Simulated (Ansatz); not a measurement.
Cl3HHfO

Input file:

```
crystal:
  periodic: [false, false, false]
  atoms:
    - {symbol: O, position_ang: [-0.515051, 0.296102, 1.342958]}
    - {symbol: Hf, position_ang: [0.148548, -0.093238, -0.373970]}
    - {symbol: Cl, position_ang: [2.032791, -1.461477, -0.178338]}
    - {symbol: Cl, position_ang: [-1.502756, -1.197428, -1.604719]}
    - {symbol: Cl, position_ang: [0.729760, 1.900905, -1.444671]}
    - {symbol: H, position_ang: [-0.851193, 0.491236, 2.212641]}
basis:
  gaussian: {orbitals: def2-TZVPP}
hamiltonian: {xc: pbe0, dispersion: d4}
output: {orbitals: {seedname: orbitals}}
```

Command:

```sh
ansatz run in.yaml --threads 4 --pin off --events-out ev --progress --plain --max-ram 10444MiB
```

Geometry: PBE0-D4/def2-TZVP; core potentials replace the inner electrons of Hf.

Theory: RKS PBE0-D4/def2-TZVPP in Ansatz.

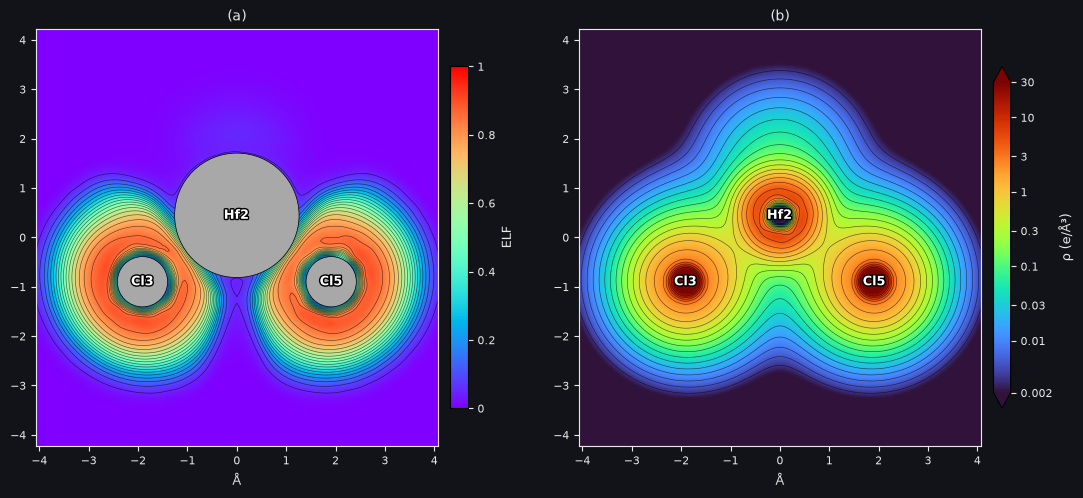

Figure 1. (a) electron localisation function; (b) electron density on the plane of atoms Cl3, Hf2 and Cl5. Grey discs cover the atomic cores in the ELF map.

**What do the fields say about this system?**

Atoms in the plane: Hf and Cl.
Hf–Cl (2.34 Å): ρ at the midpoint is about 0.62 e/Å³; the ELF peaks at about 0.85 in the valence shell of Cl, 0.8 Å from its nucleus, and is about 0.40 at the midpoint.

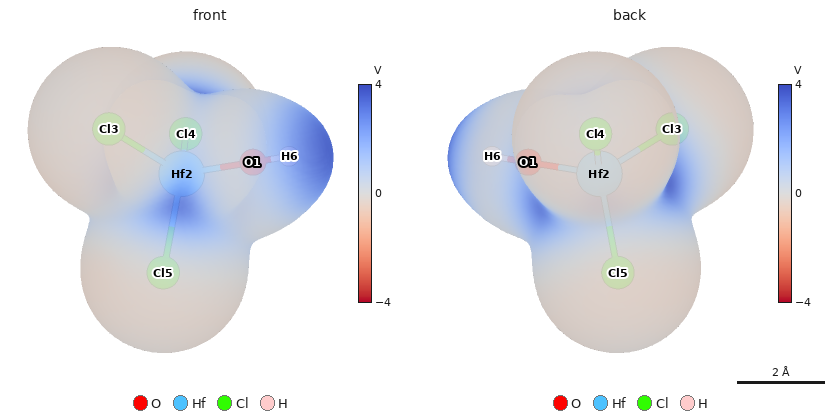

Figure 2. The electrostatic potential painted on the density surface at 0.002 e/bohr³, seen from the front and from behind; red is negative and blue positive.

**Which sites attract a positive test charge, and which a negative one?**

A positive charge is drawn to the negative regions and a negative charge to the positive ones. The most negative region (about −0.3 V) lies over Cl3, Cl4 and Cl5, the most positive (about +3.4 V) over Hf2 and H6.

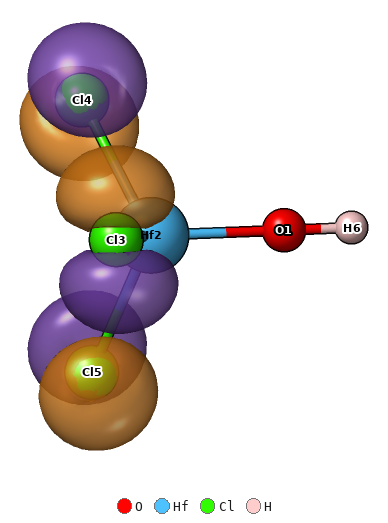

Figure 3. The HOMO at ±0.15 Å⁻³ᐟ² (orange and purple are the two phases), seen at a tilt.

**What is the character of this orbital?**

It lies mainly on Cl4 (about 30 %), Cl3 (about 30 %) and Cl5 (about 30 %); largely a combination of lone pairs on Cl4, Cl3 and Cl5. Its energy is −9.30 eV.
